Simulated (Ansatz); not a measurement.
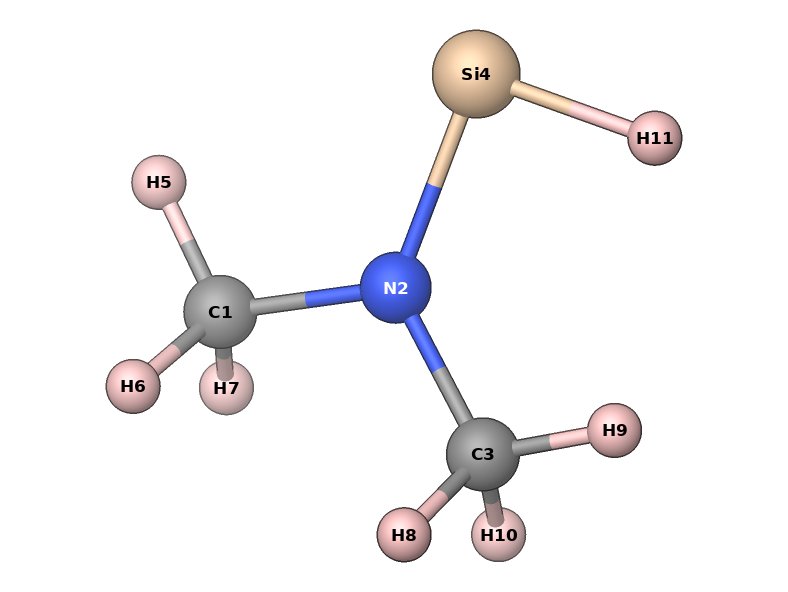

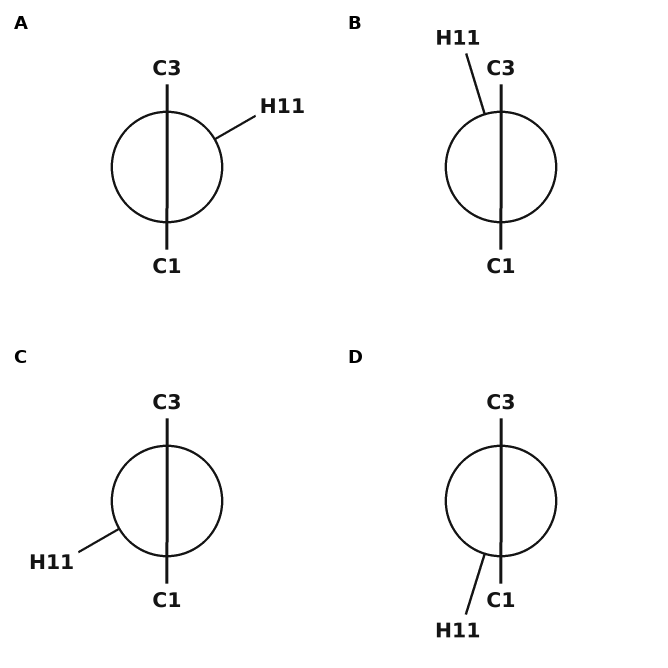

Atoms fade into the background with distance from the viewer. Bonds that would overlap in a projection are set slightly apart. Computed geometry: PBE-D4/def2-SVP optimisation. No frequency run is at hand to confirm it as a minimum.

**Which Newman projection shows the view along N2–Si4, with N2 in front?**

B. The torsion angle C1–N2–Si4–H11 is 180°, antiperiplanar (anti).
